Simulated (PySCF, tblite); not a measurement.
# C₇H₁₂BNO: geometry, infrared bands and NMR shifts, part 2 of 2

tblite 0.8.0 and PySCF 2.14.0. Atoms count from 0.

## 4. Nuclear shieldings: PBE0/pcSseg-1

The job: settings as JSON, then the geometry in Å.

```
{"job": {"kind": "nmr", "xc": "PBE0", "basis": "pcSseg-1"}, "charge": 0, "multiplicity": 1}
C     -1.924261     0.553468    -0.877630
C     -1.715830     0.077424     0.337406
C     -2.137234     0.796160     1.583506
C     -1.029087    -1.244786     0.592439
O     -0.473324    -1.842615    -0.543966
B      0.695732    -1.392622    -1.095602
N      1.136575    -2.040703    -2.257275
C      1.516713    -0.247740    -0.497959
C      2.113885     0.665578     0.011768
C      2.845770     1.764812     0.604785
H     -2.413264     1.498781    -1.039806
H     -1.605446     0.016964    -1.753933
H     -2.723607     1.678096     1.340802
H     -2.730017     0.140695     2.220479
H     -1.259438     1.104885     2.150871
H     -0.256963    -1.088605     1.361268
H     -1.766262    -1.955438     0.992743
H      0.620874    -2.796558    -2.670452
H      1.988507    -1.812935    -2.734598
H      3.370412     2.325264    -0.169108
H      2.159174     2.433909     1.124145
H      3.576683     1.385352     1.319269
```

Level: GIAO PBE0/pcSseg-1 NMR shielding, non-relativistic, gas phase.

Log:

```text
coarse grid: 18280 points
cycle   1  E = -428.0623636020  dE =  1.331e+00  |g| = 7.624e-01  |ddm| = 4.402e+00
cycle   2  E = -427.9711270563  dE =  9.124e-02  |g| = 1.031e+00  |ddm| = 1.601e+00
cycle   3  E = -428.1814456825  dE = -2.103e-01  |g| = 2.039e-01  |ddm| = 1.043e+00
cycle   4  E = -428.1903661835  dE = -8.921e-03  |g| = 6.689e-02  |ddm| = 1.996e-01
cycle   5  E = -428.1911800436  dE = -8.139e-04  |g| = 3.407e-02  |ddm| = 6.371e-02
cycle   6  E = -428.1914400056  dE = -2.600e-04  |g| = 5.761e-03  |ddm| = 2.782e-02
cycle   7  E = -428.1914465802  dE = -6.575e-06  |g| = 2.001e-03  |ddm| = 5.543e-03
final grid: 176328 points
cycle   8  E = -428.2585421648  dE = -4.314e-05  |g| = 1.318e-02  |ddm| = 4.462e-02
cycle   9  E = -428.2585040800  dE =  3.808e-05  |g| = 1.938e-02  |ddm| = 2.198e-02
cycle  10  E = -428.2585778441  dE = -7.376e-05  |g| = 2.120e-03  |ddm| = 1.347e-02
cycle  11  E = -428.2585788340  dE = -9.900e-07  |g| = 2.119e-04  |ddm| = 1.895e-03
cycle  12  E = -428.2585788394  dE = -5.355e-09  |g| = 1.567e-04  |ddm| = 3.022e-04
cycle  13  E = -428.2585788451  dE = -5.707e-09  |g| = 3.410e-05  |ddm| = 1.536e-04
cycle  14  E = -428.2585788453  dE = -2.457e-10  |g| = 1.366e-05  |ddm| = 3.902e-05
converged SCF energy = -428.2585788453

GIAO shielding tensors (ppm)
atom      isotropic    diamagn.    paramagn.     s11        s22        s33       span
  0 C       71.989     255.271    -183.282    -34.867     86.608    164.226    199.092
  1 C       33.091     265.666    -232.575    -88.359     34.774    152.858    241.217
  2 C      164.746     247.523     -82.776    150.198    155.517    188.523     38.325
  3 C      113.851     247.438    -133.586     91.317     98.370    151.867     60.550
  4 O      221.133     396.872    -175.739     78.362    257.942    327.095    248.733
  5 B       79.630     197.686    -118.056     56.536     82.799     99.554     43.019
  6 N      186.646     317.975    -131.329    115.043    202.322    242.572    127.529
  7 C      100.538     260.669    -160.131     10.148     18.673    272.793    262.645
  8 C       80.273     276.658    -196.385     -7.573     -4.452    252.845    260.418
  9 C      181.188     252.906     -71.719    173.098    173.846    196.619     23.522
 10 H       26.409      32.580      -6.171     23.512     25.716     29.998      6.486
 11 H       26.448      34.038      -7.590     23.346     25.371     30.627      7.281
 12 H       29.779      30.259      -0.479     25.866     28.302     35.170      9.304
 13 H       30.151      28.806       1.345     26.113     28.294     36.045      9.932
 14 H       29.937      32.215      -2.278     25.868     29.050     34.893      9.026
 15 H       27.142      34.352      -7.209     23.857     27.422     30.147      6.290
 16 H       27.248      30.340      -3.092     22.412     27.538     31.794      9.382
 17 H       28.859      30.787      -1.928     23.247     25.924     37.407     14.160
 18 H       28.847      31.005      -2.157     23.247     26.761     36.535     13.288
 19 H       29.727      27.429       2.298     24.640     27.831     36.710     12.070
 20 H       29.748      33.004      -3.256     24.223     29.147     35.874     11.651
 21 H       29.744      27.561       2.182     24.888     27.725     36.618     11.731
```

Run time: 2.5 min. Hardware: 1 thread of Intel Xeon at 2.50GHz, shared host; peak memory 1.1 GiB.

The references, computed at this level on geometries of the same kind, shield at (ppm): 1H TMS 31.72, 13C TMS 186.9, 15N NH3 267.7, 17O H2O 336.1, 11B BF3·OEt2 100.1. Their shielding less the atom's gives the shift. The references are single molecules in the gas phase, so shifts against H2O, NH3, PH3, H3PO4 or CFCl3 are not on the usual liquid scales and can be off by tens of ppm. Atoms listed in one row are averaged.

| atoms | environment | σ (ppm) | δ (ppm) | δ scaled to CDCl3 |
| --- | --- | --- | --- | --- |
| C1 | fully substituted alkene carbon | 33.1 | 153.8 | 148.2 |
| C0 | terminal =CH2 carbon | 72.0 | 114.9 | 110.3 |
| C8 | alkyne carbon | 80.3 | 106.7 | 102.2 |
| C7 | alkyne carbon | 100.5 | 86.4 | 82.4 |
| C3 | allylic sp3 CH2 bonded to O | 113.9 | 73.1 | 69.4 |
| C2 | allylic methyl carbon | 164.7 | 22.2 | 19.7 |
| C9 | propargylic methyl carbon | 181.2 | 5.7 | 3.7 |
| H10 | hydrogen on a terminal =CH2 carbon | 26.41 | 5.31 | 5.11 |
| H11 | hydrogen on a terminal =CH2 carbon | 26.45 | 5.27 | 5.07 |
| H15, H16 | hydrogen on an allylic sp3 CH2 bonded to O | 27.19 | 4.52 | 4.37 |
| H17, H18 | hydrogen on a nitrogen bonded to B | 28.85 | 2.86 | – |
| H19, H20, H21 | hydrogen on a propargylic methyl carbon | 29.74 | 1.98 | 1.97 |
| H12, H13, H14 | hydrogen on an allylic methyl carbon | 29.96 | 1.76 | 1.77 |
| O4 | oxygen bonded to C, B | 221.1 | 114.9 | – |
| B5 | boron bonded to C, N, O | 79.6 | 20.4 | – |
| N6 | nitrogen bonded to B, 2 H | 186.6 | 81.1 | – |

The scaled column applies a straight-line fit of computed shieldings to shifts measured in CDCl3 (root-mean-square error 0.16 ppm for H, 1.9 ppm for C).

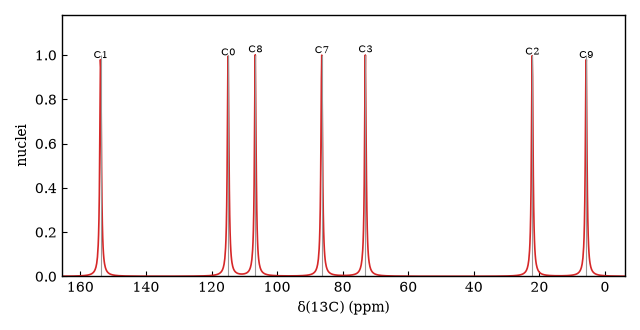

13C lines at the computed shifts, without couplings. Lines are broadened to a width of 0.59 ppm (Lorentzian).

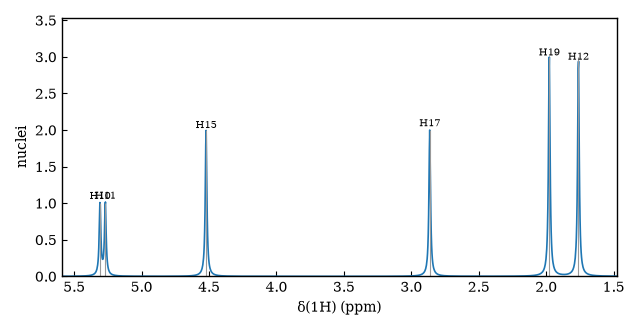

1H lines at the computed shifts, without couplings. Lines are broadened to a width of 0.01 ppm (Lorentzian).

Charges from the same density, by scheme (e):

| atoms | Mulliken | IAO | Hirshfeld | ESP fit |
| --- | --- | --- | --- | --- |
| C0 | -0.05 | -0.34 | -0.12 | -0.61 |
| C1 | -0.50 | 0.02 | 0.01 | 0.33 |
| C2 | -0.17 | -0.43 | -0.12 | -0.60 |
| C3 | 0.19 | -0.05 | 0.01 | 0.01 |
| O4 | -0.52 | -0.41 | -0.17 | -0.50 |
| B5 | 0.52 | 0.36 | 0.20 | 0.95 |
| N6 | -0.46 | -0.57 | -0.26 | -1.13 |
| C7 | -0.23 | -0.21 | -0.15 | -0.69 |
| C8 | -0.25 | -0.01 | -0.03 | 0.35 |
| C9 | -0.17 | -0.44 | -0.10 | -0.59 |

Mulliken charges:

C0 -0.05; C1 -0.50; C2 -0.17; C3 0.19; O4 -0.52; B5 0.52; N6 -0.46; C7 -0.23; C8 -0.25; C9 -0.17; H10 0.10; H11 0.12; H12 0.11; H13 0.12; H14 0.13; H15 0.11; H16 0.13; H17 0.19; H18 0.19; H19 0.15; H20 0.15; H21 0.15

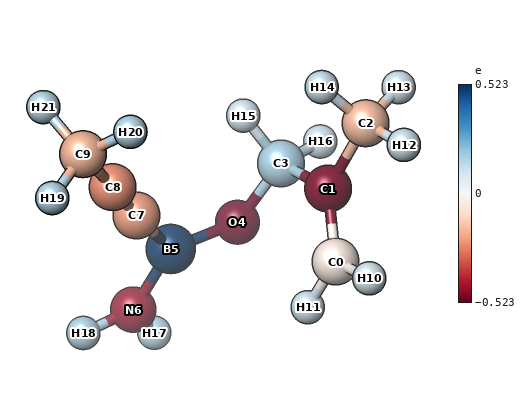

Mulliken charges, as colours on the atoms.

Mayer bond orders: C0–C1 1.98, C1–C2 1.05, C1–C3 0.99, C3–O4 0.91, O4–B5 1.09, B5–N6 1.29, B5–C7 0.98, C7–C8 2.58, C8–C9 1.19.

Orbitals, density, ELF and potential are computed afterwards from the orbital file.

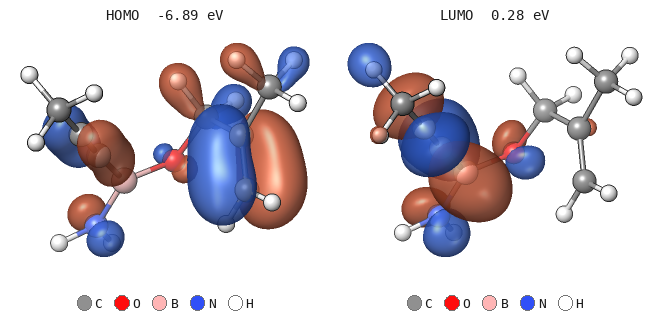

Frontier orbitals at PBE0/pcSseg-1; each surface holds 70 % of the orbital's density, blue and red mark the sign.

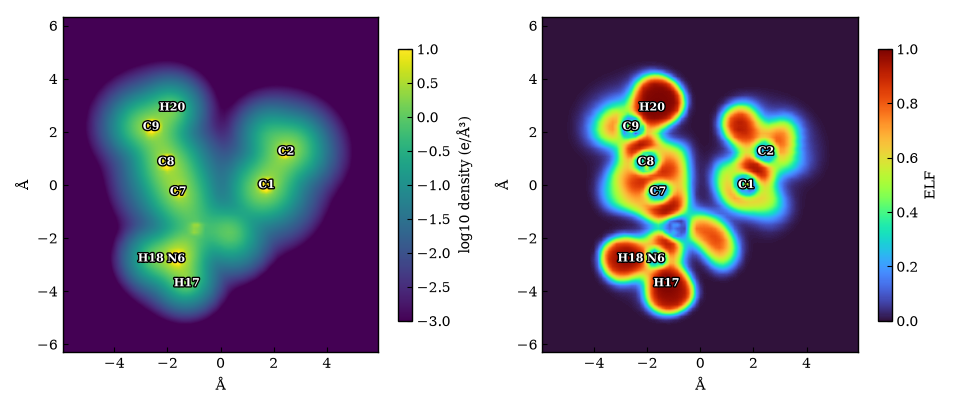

Density (left) and ELF (right) in a plane through or near 9 of the atoms.

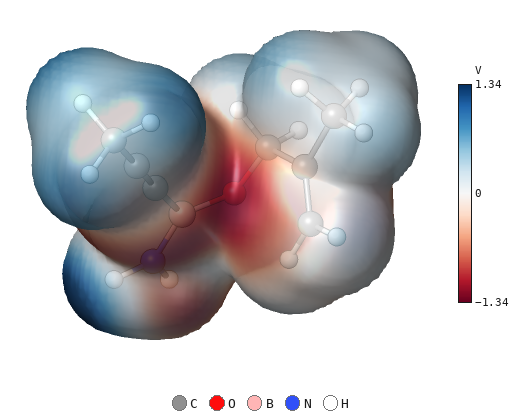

The potential that a unit positive charge feels on the 0.002 e/bohr³ surface, from the 1st to the 99th percentile, from -1.34 V near O4 to 1.34 V near H18.

## 5. What came out

What follows sums up all 2 parts.

| quantity | value |
| --- | --- |
| strongest single infrared mode (GFN2-xTB) | 1267 cm⁻¹, 292 km/mol |
| zero-point energy (GFN2-xTB) | 111.4 kcal/mol |
| 13C shifts against TMS (PBE0/pcSseg-1) | 153.8, 114.9, 106.7, 86.4, 73.1, 22.2, 5.7 ppm |
| 1H shifts against TMS (PBE0/pcSseg-1, means over atoms taken as alike) | 5.31, 5.27, 4.52, 2.86, 1.98, 1.76 ppm |
| 17O shifts against H2O (PBE0/pcSseg-1) | 114.9 ppm |
| 11B shifts against BF3·OEt2 (PBE0/pcSseg-1) | 20.4 ppm |
| 15N shifts against NH3 (PBE0/pcSseg-1) | 81.1 ppm |
| surface potential, 1st and 99th percentile | -1.34 V and 1.34 V |

**Reading.** Over 236 steps the energy fell by 1.713 eV; of the close pairs, B5–N6 changed most, 1.539 to 1.401 Å. The lowest mode is slightly imaginary (12i cm⁻¹), a soft motion within the noise of the Hessian, so the minimum is not strictly shown. The strongest single mode, at 1267 cm⁻¹, is carried by B5, O4, H16, C1. GFN2-xTB is a fitted tight-binding method: band positions and strengths are rough. Its intensities can rank the bands wrongly.
